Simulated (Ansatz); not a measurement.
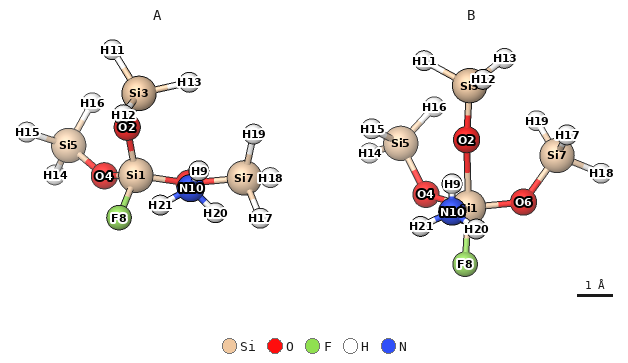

Two geometries of Si4NH12O3F (started from a transition state, displaced along its imaginary mode), drawn at one scale. One is the start of a relaxation, the other its converged end. A ball-and-stick model, seen at a tilt.

These are results of RKS PBE0-D4/def2-TZVP (Ansatz), not measurements. (force threshold 0.005 eV/Å; at most 200 steps)

**Which one is relaxed?**

Structure A is the relaxed one. The energy falls by 257.8 kJ/mol in 100 accepted moves (110 points after the start). The largest force component goes from 14 to 0.0049 eV/Å. The line search rejected the trial steps at points 20, 38, 40, 43, 44, 48, 49, 87 and more of the run. H17 moves most after the best rigid fit: 2.45 Å. Largest moves by element: H 2.45 Å, N 1.81 Å, F 1.78 Å, Si 1.39 Å, O 0.92 Å. Among the contacts that change: Si1–H9 2.178 → 4.145 Å, Si1–N10 1.897 → 3.302 Å, Si1–O2 2.087 → 1.608 Å, H9–N10 0.818 → 1.013 Å. Bonds break: Si1–N10 (1.90 → 3.30 Å). Bond angles that change, for instance: O2–Si1–F8 162.9° → 109.7°, Si1–O2–Si3 173.1° → 149.1°, O2–Si1–O6 89.5° → 113.3°.
